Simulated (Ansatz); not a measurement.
## Molecular dynamics of Hf₃H₁₂O₁₂ (part 2 of 2)

Hf₃H₁₂O₁₂; UKS BLYP/def2-SVP (Ansatz 0.2.0). The geometry comes from this level: PBE-D4/def2-SVP.

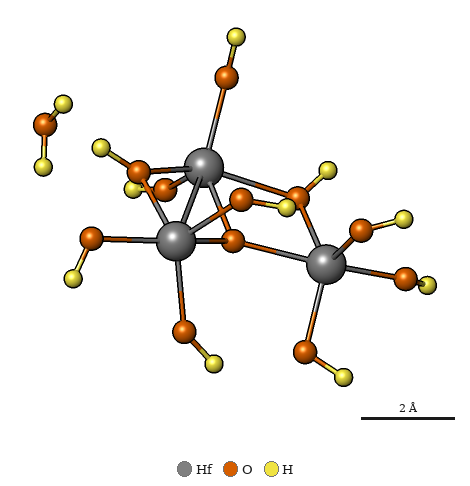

The geometry at step 10 of the log (ball-and-stick view, seen at a tilt).

### Trajectory as extended XYZ, continued
```
27
Properties=species:S:1:pos:R:3:forces:R:3 step=5 time_fs=10.0 energy=-28678.90297 temperature=312.0
Hf   -0.3873    0.7645   -1.5661   -0.5728  -0.2303  -1.3206
Hf    2.2911    0.0738    1.0566   -1.0032  -1.5087   0.5158
Hf   -1.1075   -0.6624    1.4081    0.6454  -1.0583   0.1960
O    -3.9414   -0.2853   -2.1204   -0.6540  -0.2260   0.1911
O    -1.5584   -2.6138    1.5623    0.0344   0.2681  -0.4888
O     0.6753   -0.7113   -2.3490   -0.0685   0.2001  -0.1230
O     0.3919    0.3897    0.3382   -1.2611  -0.5805   0.6784
O    -2.0263    0.3236    2.7980   -0.3460   0.2444   0.0815
O    -1.8588    1.3025   -2.9523    0.0712  -0.2455   0.3932
O    -1.9913   -0.1425   -0.4394   -0.7231  -0.4917   0.7732
O     2.9188   -1.0227   -0.4486    0.6197  -0.7640  -0.7246
O     0.8220   -0.8657    2.4369    0.0574  -0.3501   0.0057
O     0.5966    2.4132   -1.3999    1.7720   1.6552   0.7898
O     2.6786    1.9167    0.6853   -0.7702   1.7108  -0.7046
O     3.6991   -0.2235    2.3531    1.3609  -0.4478   2.4398
H    -3.7345   -0.9420   -2.8063    0.0063  -0.4871  -0.0796
H    -3.5055    0.4980   -2.5238    0.5818   0.6644  -0.0919
H    -1.6579   -3.5305    1.2154    0.1112   0.7438   0.2694
H     1.5527   -0.8429   -1.9235    0.2263  -0.2715  -0.0570
H    -2.7889    0.5493    3.3506    0.0362   0.0098   0.0252
H    -1.9232    2.1900   -3.3381   -0.0049   0.2041  -0.1305
H    -2.9217   -0.3451   -0.8425    0.7749   0.2701  -0.2545
H     3.7527   -1.5387   -0.4939   -0.3372   0.2090  -0.1086
H     1.1065   -1.5448    3.0837   -0.2306   0.2170  -0.0676
H     1.3478    2.7241   -0.7747   -1.3061  -0.7130  -1.0484
H     3.5485    2.2442    0.8562    1.4453   0.8150   0.2434
H     4.0733   -0.3293    3.2767   -0.4654   0.1629  -1.4027
27
Properties=species:S:1:pos:R:3:forces:R:3 step=6 time_fs=12.0 energy=-28678.77568 temperature=276.7
Hf   -0.3886    0.7640   -1.5627   -0.3037   0.0317  -1.5207
Hf    2.2933    0.0738    1.0566   -0.9383  -1.5868   0.6014
Hf   -1.1096   -0.6593    1.4029    0.6860  -1.1426   0.3892
O    -3.9460   -0.2968   -2.1304   -1.2987  -2.1425   0.4648
O    -1.5529   -2.6159    1.5737    0.0720   0.4708  -0.4862
O     0.6789   -0.7191   -2.3372    0.4182   0.1831   0.1619
O     0.3864    0.3957    0.3386   -1.1776  -0.6348   0.7727
O    -2.0230    0.3180    2.8009   -0.4200   0.2750   0.0982
O    -1.8511    1.3143   -2.9641    0.2430  -0.5144   0.5768
O    -1.9971   -0.1402   -0.4445    0.9519  -0.1160   1.4255
O     2.9353   -1.0296   -0.4413    0.5268  -0.7303  -0.6749
O     0.8200   -0.8530    2.4457   -0.0705  -0.2025  -0.2486
O     0.5884    2.4251   -1.3788    1.6146   1.5467   0.6532
O     2.6856    1.9141    0.6897    1.6797   2.6503  -0.2217
O     3.7060   -0.2287    2.3572    0.7358  -0.2717   1.1490
H    -3.7007   -0.9102   -2.8510   -0.2178  -0.7524   0.1857
H    -3.5256    0.4404   -2.5296    1.4017   2.9175  -0.7483
H    -1.6527   -3.5307    1.2293    0.0990   0.6254   0.2237
H     1.5746   -0.8647   -1.9196   -0.3679  -0.1399  -0.2874
H    -2.7806    0.5610    3.3562    0.1110  -0.0173  -0.0285
H    -1.8884    2.2160   -3.3098   -0.0553   0.3762  -0.2047
H    -2.8658   -0.3307   -0.8539   -0.9512  -0.1534  -0.8225
H     3.7495   -1.5765   -0.4561   -0.2900   0.2055  -0.1251
H     1.0915   -1.5656    3.0527   -0.1301   0.0504   0.1351
H     1.3395    2.7768   -0.7781   -1.3325  -0.8410  -1.0013
H     3.6170    2.2252    0.8753   -1.0042  -0.0973  -0.2369
H     4.0572   -0.3093    3.2613    0.0182   0.0101  -0.2302
27
Properties=species:S:1:pos:R:3:forces:R:3 step=7 time_fs=14.0 energy=-28678.84293 temperature=311.6
Hf   -0.3900    0.7635   -1.5597    0.0707   0.1960  -1.4402
Hf    2.2946    0.0729    1.0568   -0.6628  -1.4435   0.5980
Hf   -1.1122   -0.6567    1.3982    0.6378  -1.2068   0.5519
O    -3.9523   -0.3159   -2.1401    0.6047   0.5390  -1.4690
O    -1.5468   -2.6180    1.5858    0.2468   1.8292  -0.0599
O     0.6843   -0.7262   -2.3253    0.2454   0.2977   0.1405
O     0.3804    0.4008    0.3423   -1.0746  -0.6220   0.7228
O    -2.0206    0.3120    2.8052    0.1984   0.0567  -0.3988
O    -1.8425    1.3266   -2.9753    0.1484   0.0827   0.3900
O    -2.0016   -0.1384   -0.4472    1.2660  -0.0050   1.4531
O     2.9540   -1.0387   -0.4383   -0.0492  -0.3006  -0.5226
O     0.8185   -0.8406    2.4539   -0.2282   0.1280  -0.6099
O     0.5821    2.4408   -1.3577   -0.4713   0.3347  -0.9220
O     2.6963    1.9203    0.6945    2.0565   2.4128  -0.0692
O     3.7148   -0.2346    2.3647   -0.1439  -0.1044  -0.7796
H    -3.6716   -0.9067   -2.8846   -0.3691  -0.4283   0.5848
H    -3.4967    0.4897   -2.5699   -0.2016  -0.0270   0.7677
H    -1.6461   -3.5091    1.2559   -0.0474  -0.6688  -0.2466
H     1.5850   -0.8903   -1.9316   -0.3267  -0.1021  -0.2087
H    -2.7633    0.5692    3.3481   -0.5023   0.1978   0.4290
H    -1.8573    2.2570   -3.2862   -0.0650  -0.2657   0.0135
H    -2.8442   -0.3239   -0.8990   -1.3132  -0.2704  -0.9191
H     3.7387   -1.6072   -0.4279    0.1909  -0.1139  -0.1255
H     1.0785   -1.5769    3.0212    0.0222  -0.3053   0.4524
H     1.2893    2.8002   -0.8126    0.5329   0.0870   0.4807
H     3.6510    2.1993    0.8792   -1.4370  -0.1818  -0.3116
H     4.0429   -0.2909    3.2434    0.6717  -0.1161   1.4985
27
Properties=species:S:1:pos:R:3:forces:R:3 step=8 time_fs=16.0 energy=-28678.83609 temperature=312.2
Hf   -0.3915    0.7631   -1.5568    0.3771   0.3506  -1.2547
Hf    2.2955    0.0720    1.0577   -0.4521  -1.2995   0.4876
Hf   -1.1152   -0.6546    1.3938    0.5250  -1.2208   0.6529
O    -3.9569   -0.3355   -2.1544    1.3361   1.8006  -1.7765
O    -1.5416   -2.6169    1.5996    0.2237   1.5725  -0.1783
O     0.6903   -0.7322   -2.3118   -0.7896   0.5671  -0.2472
O     0.3713    0.4058    0.3494   -0.8320  -0.5706   0.6511
O    -2.0182    0.3048    2.8111    0.0133   0.1255  -0.2766
O    -1.8329    1.3386   -2.9854    0.0378   0.1279   0.4112
O    -2.0034   -0.1364   -0.4492   -0.2986  -0.3031   0.3748
O     2.9726   -1.0498   -0.4385   -0.4537   0.0808  -0.3012
O     0.8161   -0.8310    2.4624   -0.0586  -0.2581  -0.3931
O     0.5739    2.4582   -1.3410   -1.5258  -0.4193  -1.6432
O     2.7143    1.9315    0.7004   -0.0509   1.3555  -0.3636
O     3.7238   -0.2410    2.3700    0.3989  -0.1669   0.9226
H    -3.6499   -0.9208   -2.8924   -0.3204  -0.3386   0.5191
H    -3.4828    0.5264   -2.5903   -0.7511  -1.2866   1.1704
H    -1.6406   -3.5148    1.2754   -0.0195  -0.4386  -0.1598
H     1.5753   -0.9124   -1.9517    0.6079  -0.2628   0.2036
H    -2.7625    0.5858    3.3474   -0.3175   0.1408   0.2877
H    -1.8273    2.2827   -3.2619   -0.1030  -0.3597   0.0120
H    -2.8661   -0.3232   -0.9791    0.1603   0.0069   0.0306
H     3.7377   -1.6336   -0.4137    0.4580  -0.3076  -0.0922
H     1.0771   -1.5972    3.0070   -0.1057   0.0876   0.1704
H     1.2670    2.8257   -0.8208    1.3944   0.5523   1.1316
H     3.6375    2.1516    0.8663    0.6167   0.4645   0.0726
H     4.0537   -0.2753    3.2896   -0.0705  -0.0005  -0.4115
27
Properties=species:S:1:pos:R:3:forces:R:3 step=9 time_fs=18.0 energy=-28678.81248 temperature=304.4
Hf   -0.3924    0.7629   -1.5541    0.5672   0.5466  -1.1976
Hf    2.2967    0.0714    1.0593   -0.2802  -1.2284   0.4355
Hf   -1.1184   -0.6524    1.3894    0.4099  -1.1977   0.7604
O    -3.9592   -0.3508   -2.1715    1.1058   1.6601  -0.9466
O    -1.5389   -2.6128    1.6122    0.0674   0.2018  -0.6522
O     0.6961   -0.7353   -2.2969   -0.5269   0.5103  -0.1396
O     0.3582    0.4106    0.3591   -0.4605  -0.5187   0.6386
O    -2.0145    0.2977    2.8185   -0.8802   0.5042   0.3572
O    -1.8236    1.3498   -2.9941    0.0609  -0.4256   0.6357
O    -2.0045   -0.1359   -0.4521   -1.1147  -0.4601  -0.3735
O     2.9916   -1.0601   -0.4398   -0.1656  -0.0803  -0.0893
O     0.8153   -0.8241    2.4709    0.0946  -0.5855  -0.2456
O     0.5628    2.4737   -1.3307    0.7123   0.6828   0.0348
O     2.7314    1.9436    0.7068   -1.3001   0.7703  -0.4948
O     3.7350   -0.2483    2.3787    0.4710  -0.0886   1.5112
H    -3.6395   -0.9527   -2.8769   -0.1486  -0.4238   0.1300
H    -3.4995    0.5086   -2.5690   -0.5733  -0.9815   0.6900
H    -1.6406   -3.5377    1.2804    0.1300   0.8502   0.2933
H     1.5895   -0.9399   -1.9528    0.2915  -0.1618   0.1068
H    -2.7770    0.6089    3.3544    0.5790  -0.2249  -0.3618
H    -1.7982    2.2908   -3.2400   -0.1252   0.1388  -0.1476
H    -2.8753   -0.3246   -1.0539    0.8328   0.1037   0.7508
H     3.7531   -1.6662   -0.4084    0.0161   0.0473  -0.0705
H     1.0736   -1.6113    3.0036   -0.2045   0.4345  -0.0549
H     1.3113    2.8735   -0.7892   -0.9653  -0.7775  -0.5789
H     3.6455    2.1153    0.8613    1.7936   0.7113   0.2607
H     4.0611   -0.2538    3.3221   -0.3869  -0.0076  -1.2521
27
Properties=species:S:1:pos:R:3:forces:R:3 step=10 time_fs=20.0 energy=-28678.80799 temperature=276.3
Hf   -0.3928    0.7623   -1.5514    0.7203   0.8186  -1.3115
Hf    2.2982    0.0709    1.0612    0.0439  -1.0856   0.4505
Hf   -1.1216   -0.6499    1.3849    0.3964  -1.2030   0.9656
O    -3.9594   -0.3609   -2.1882   -0.0125  -0.8004   0.2144
O    -1.5368   -2.6091    1.6221    0.0637   0.2664  -0.6504
O     0.7020   -0.7365   -2.2819    0.5873   0.1942   0.2593
O     0.3473    0.4143    0.3690   -0.1831  -0.4713   0.6176
O    -2.0085    0.2916    2.8271   -0.6473   0.4152   0.1421
O    -1.8141    1.3587   -3.0004    0.2133  -0.7470   0.8118
O    -2.0063   -0.1367   -0.4544   -1.1898  -0.4775  -0.5927
O     3.0123   -1.0708   -0.4408   -0.4688   0.2055   0.0793
O     0.8177   -0.8209    2.4777   -0.1080   0.0274  -0.7427
O     0.5529    2.4895   -1.3211    1.1496   0.7593   0.3434
O     2.7424    1.9569    0.7129    1.2614   0.9233  -0.0009
O     3.7479   -0.2542    2.3923   -0.4239  -0.0198  -0.5328
H    -3.6400   -1.0064   -2.8585   -0.1485  -0.0154   0.1443
H    -3.5417    0.4527   -2.5202    0.4790   1.0858  -0.5960
H    -1.6428   -3.5310    1.2911    0.1284   0.7352   0.2617
H     1.6225   -0.9743   -1.9432   -0.8654   0.1889  -0.2665
H    -2.7686    0.6251    3.3406    0.3413  -0.1337  -0.1772
H    -1.7700    2.2971   -3.2311   -0.1189   0.4162  -0.2185
H    -2.8538   -0.3255   -1.0912    0.7924   0.0638   1.0390
H     3.7591   -1.6880   -0.3964    0.1734  -0.0726  -0.0457
H     1.0624   -1.6000    2.9995    0.0097  -0.1670   0.3651
H     1.3285    2.8939   -0.7855   -1.4991  -1.0607  -0.8974
H     3.7171    2.1090    0.8719   -0.9123   0.1700  -0.1829
H     4.0535   -0.2435    3.3009    0.2172  -0.0159   0.5212
27
Properties=species:S:1:pos:R:3:forces:R:3 step=11 time_fs=22.0 energy=-28678.71778 temperature=264.8
Hf   -0.3930    0.7615   -1.5490    0.8549   1.1534  -1.3617
Hf    2.2999    0.0701    1.0632    0.4898  -0.8449   0.4830
Hf   -1.1246   -0.6478    1.3806    0.4248  -1.3119   1.2768
O    -3.9589   -0.3705   -2.2017   -0.6877  -2.2228   0.7687
O    -1.5337   -2.6082    1.6301    0.2865   2.2361  -0.0406
O     0.7074   -0.7337   -2.2664    0.6031   0.1097   0.2342
O     0.3395    0.4153    0.3791   -0.0486  -0.3927   0.4957
O    -2.0020    0.2866    2.8344    0.2439  -0.0139  -0.5120
O    -1.8035    1.3643   -3.0029    0.3230  -0.6262   0.8400
O    -2.0109   -0.1380   -0.4554   -0.3378  -0.2933  -0.0924
O     3.0319   -1.0828   -0.4411   -0.7916   0.5138   0.2475
O     0.8199   -0.8195    2.4831   -0.1475   0.0754  -0.8452
O     0.5450    2.5089   -1.3114   -0.9475  -0.5717  -1.0198
O     2.7546    1.9730    0.7194    1.8865   0.5805   0.1690
O     3.7613   -0.2579    2.4041   -1.2117  -0.0013  -2.3556
H    -3.6464   -1.0600   -2.8372   -0.1319   0.5120   0.1558
H    -3.5644    0.4385   -2.4940    1.0520   1.9168  -1.2469
H    -1.6343   -3.4969    1.3229   -0.0920  -1.2102  -0.3946
H     1.6235   -1.0075   -1.9421   -0.8838   0.2729  -0.2448
H    -2.7458    0.6413    3.3149   -0.5591   0.2939   0.4358
H    -1.7415    2.3026   -3.2420   -0.1221   0.2804  -0.1772
H    -2.8006   -0.3313   -1.0851   -0.1095  -0.0944   0.5492
H     3.7595   -1.7138   -0.3729    0.3515  -0.2211  -0.0145
H     1.0522   -1.5960    3.0130    0.0353  -0.1902   0.3797
H     1.2870    2.8702   -0.8145    0.4935   0.0307   0.4614
H     3.7529    2.1217    0.8716   -1.7060   0.0076  -0.2839
H     4.0558   -0.2449    3.2872    0.7323   0.0113   2.0924
27
Properties=species:S:1:pos:R:3:forces:R:3 step=12 time_fs=24.0 energy=-28678.72770 temperature=261.2
Hf   -0.3924    0.7615   -1.5469    0.9057   1.4523  -1.2504
Hf    2.3010    0.0693    1.0650    0.8414  -0.6223   0.4714
Hf   -1.1274   -0.6456    1.3769    0.4187  -1.3983   1.5622
O    -3.9580   -0.3841   -2.2115    0.1817   0.9492   0.4431
O    -1.5313   -2.6029    1.6391    0.1686   1.3716  -0.3526
O     0.7130   -0.7271   -2.2494   -0.6555   0.4434  -0.2425
O     0.3312    0.4157    0.3887    0.0844  -0.2843   0.3127
O    -1.9951    0.2838    2.8396   -0.1632   0.1831  -0.2639
O    -1.7921    1.3699   -3.0038    0.2999  -0.2681   0.7292
O    -2.0176   -0.1392   -0.4545    1.2713   0.1479   1.0611
O     3.0484   -1.0941   -0.4411   -0.4007   0.1819   0.4838
O     0.8200   -0.8162    2.4871    0.0749  -0.7007  -0.3381
O     0.5345    2.5297   -1.3049   -2.4438  -1.4518  -1.9390
O     2.7715    1.9891    0.7257    0.0126  -0.1299  -0.0442
O     3.7718   -0.2629    2.4087   -0.2938   0.0559   0.6004
H    -3.6572   -1.0855   -2.8158    0.1711   0.2194  -0.4062
H    -3.5397    0.4918   -2.5125   -0.1018  -1.0314  -0.3801
H    -1.6199   -3.5144    1.3474    0.0086  -0.3878  -0.1071
H     1.5857   -1.0393   -1.9471    0.4201  -0.1110   0.1782
H    -2.7436    0.6687    3.3080   -0.1666   0.1108   0.1766
H    -1.7230    2.3083   -3.2710   -0.1392  -0.0878  -0.0543
H    -2.7522   -0.3474   -1.0549   -1.7195  -0.4484  -0.7159
H     3.7693   -1.7516   -0.3457   -0.1773   0.2633  -0.0477
H     1.0436   -1.6052    3.0416   -0.1747   0.6174  -0.2056
H     1.2655    2.8543   -0.8247    1.9110   0.6779   1.3847
H     3.7255    2.1470    0.8643    0.0204   0.2628  -0.0157
H     4.0818   -0.2478    3.3521   -0.3545  -0.0151  -1.0399
27
Properties=species:S:1:pos:R:3:forces:R:3 step=13 time_fs=26.0 energy=-28678.59218 temperature=242.8
Hf   -0.3911    0.7623   -1.5449    0.8042   1.7114  -1.1030
Hf    2.3015    0.0686    1.0672    1.0606  -0.4521   0.4580
Hf   -1.1304   -0.6432    1.3734    0.3685  -1.3443   1.7648
O    -3.9560   -0.3958   -2.2205    0.3657   2.2210   0.6113
O    -1.5295   -2.5935    1.6464   -0.0231  -0.7651  -0.9227
O     0.7175   -0.7182   -2.2333   -1.2263   0.5936  -0.5257
O     0.3236    0.4161    0.3957    0.3188  -0.2026   0.2270
O    -1.9894    0.2835    2.8456   -0.5487   0.3874  -0.0329
O    -1.7802    1.3761   -3.0029    0.2156  -0.1395   0.5965
O    -2.0206   -0.1401   -0.4499    0.7246   0.0117   0.5632
O     3.0628   -1.1040   -0.4398   -0.3965   0.1677   0.6654
O     0.8195   -0.8119    2.4907    0.1005  -0.6035  -0.4200
O     0.5201    2.5489   -1.3027    0.5021  -0.2880   0.0259
O     2.7886    2.0032    0.7315   -2.6940  -0.9506  -0.4000
O     3.7815   -0.2676    2.4143   -0.1925   0.0964   1.2017
H    -3.6625   -1.0910   -2.8135    0.3891  -0.3238  -0.8599
H    -3.5216    0.4994   -2.5411   -0.4233  -1.7791  -0.0306
H    -1.5993   -3.5573    1.3651    0.1666   1.6131   0.4680
H     1.5592   -1.0758   -1.9445    1.0919  -0.3772   0.3806
H    -2.7384    0.6990    3.3076    0.2188  -0.0984  -0.0734
H    -1.7154    2.3065   -3.3096   -0.1341  -0.2619   0.0397
H    -2.7723   -0.3816   -1.0424   -1.1836  -0.2204  -0.4057
H     3.7701   -1.7773   -0.3160   -0.2866   0.3883  -0.0660
H     1.0303   -1.5892    3.0622   -0.1267   0.5373  -0.1740
H     1.3205    2.8700   -0.7775   -1.0590  -0.6599  -0.5549
H     3.6910    2.1835    0.8619    2.5830   0.7607   0.3580
H     4.0937   -0.2501    3.3782   -0.6158  -0.0225  -1.7912
27
Properties=species:S:1:pos:R:3:forces:R:3 step=14 time_fs=28.0 energy=-28678.73769 temperature=228.9
Hf   -0.3891    0.7634   -1.5439    0.6014   1.9294  -0.9657
Hf    2.3016    0.0678    1.0701    1.3005  -0.2515   0.5181
Hf   -1.1334   -0.6403    1.3692    0.2999  -1.2330   1.9887
O    -3.9530   -0.4015   -2.2284    0.2771   0.2993   0.2569
O    -1.5274   -2.5850    1.6493    0.0241  -0.3373  -0.7365
O     0.7195   -0.7083   -2.2208    0.4334  -0.2940  -0.0965
O     0.3173    0.4160    0.4037    0.5521  -0.1034   0.1217
O    -1.9865    0.2830    2.8527   -0.3013   0.2230  -0.2248
O    -1.7692    1.3820   -3.0008    0.1903  -0.3087   0.5543
O    -2.0200   -0.1421   -0.4442   -0.8242  -0.4881  -0.5736
O     3.0739   -1.1113   -0.4370   -0.7515   0.4594   0.6724
O     0.8214   -0.8060    2.4938   -0.1041   0.2744  -1.1134
O     0.5080    2.5672   -1.2996    1.1629  -0.2155   0.5207
O     2.7981    2.0132    0.7366    0.1257  -0.4687   0.0216
O     3.7911   -0.2704    2.4237   -1.1877   0.0726  -1.4481
H    -3.6509   -1.1073   -2.8374    0.0119   0.2518  -0.1461
H    -3.5314    0.4439   -2.5691    0.0765  -0.4530  -0.2497
H    -1.5751   -3.5423    1.3957    0.0982   1.0384   0.2829
H     1.5776   -1.1233   -1.9294   -0.4405   0.3833  -0.1120
H    -2.7179    0.7265    3.3039   -0.0110   0.0354   0.0653
H    -1.7156    2.2979   -3.3409   -0.1037  -0.1481   0.0338
H    -2.8337   -0.4180   -1.0383    0.3461   0.3792   0.4913
H     3.7601   -1.7905   -0.2926    0.0014   0.1236  -0.0215
H     1.0132   -1.5513    3.0733    0.1353  -0.3561   0.5083
H     1.3325    2.8610   -0.7473   -1.7058  -0.8440  -1.0153
H     3.7469    2.2429    0.8697   -0.4176   0.0158  -0.0607
H     4.0853   -0.2524    3.3323    0.2104   0.0158   0.7282
27
Properties=species:S:1:pos:R:3:forces:R:3 step=15 time_fs=30.0 energy=-28678.61483 temperature=217.9
Hf   -0.3867    0.7651   -1.5435    0.3740   2.0743  -0.8399
Hf    2.3018    0.0667    1.0731    1.5439  -0.0298   0.5367
Hf   -1.1359   -0.6377    1.3650    0.2616  -1.1518   2.2314
O    -3.9494   -0.4059   -2.2338   -0.0551  -1.7621   0.0883
O    -1.5261   -2.5765    1.6492    0.1114   2.0646  -0.1410
O     0.7221   -0.6991   -2.2088    1.1358  -0.7963   0.0234
O     0.3122    0.4158    0.4147    0.6899   0.0347  -0.1033
O    -1.9839    0.2800    2.8578   -0.0904   0.0604  -0.3878
O    -1.7579    1.3868   -2.9973    0.1884  -0.6346   0.5952
O    -2.0194   -0.1425   -0.4405   -1.4060  -0.6664  -0.9079
O     3.0812   -1.1174   -0.4345   -0.9253   0.5943   0.6820
O     0.8258   -0.7962    2.4939   -0.1160   0.1936  -1.0641
O     0.4960    2.5835   -1.2954   -0.4570  -0.9537  -0.5206
O     2.8051    2.0213    0.7405    1.5434  -0.1774   0.2335
O     3.7968   -0.2722    2.4292   -1.6818   0.0444  -2.7840
H    -3.6351   -1.1156   -2.8625   -0.3489   0.5618   0.5042
H    -3.5394    0.3811   -2.6103    0.7330   1.2650  -0.6147
H    -1.5484   -3.4925    1.4361   -0.0030  -1.5136  -0.3180
H     1.5818   -1.1576   -1.9228   -1.0243   0.7752  -0.2882
H    -2.6922    0.7553    3.3013   -0.2228   0.1859   0.1995
H    -1.7325    2.2879   -3.3597   -0.0658   0.1392  -0.0571
H    -2.8706   -0.4363   -1.0159    0.9392   0.6470   0.6239
H     3.7567   -1.7984   -0.2715    0.1282   0.0000   0.0026
H     1.0042   -1.5225    3.1020    0.1442  -0.3162   0.4890
H     1.2796    2.8169   -0.7536   -0.0335  -0.1371   0.0696
H     3.7852    2.2991    0.8695   -1.9827  -0.5385  -0.2522
H     4.0821   -0.2561    3.3174    0.6197   0.0373   1.9996
```

### Results in brief

| quantity | value |
| --- | --- |
| outcome | finished |
| mean temperature over the second half | 264 K |
| trajectory | 15 steps, 30 fs |
| ensemble | nvt_langevin |
| temperature in the input | 500 K |
| time step | 2 fs |
| potential energy (last step) | −28678.6155 eV |
| SCF solution under orbital rotations (last step) | stable |
| largest force (length of the vector) (last step) | 3.253 eV/Å |
| dipole moment (last step) | 4.09 D |
| wall time | 72 s (CPU time 90 s) |
| peak memory | 1.1 GiB |

So short a trajectory is not equilibrated. The logged temperature at the start can lie below the typed one, since it is counted over all degrees of freedom. The temperature stays far from the 500 K of the thermostat over the second half: the run isn't equilibrated.
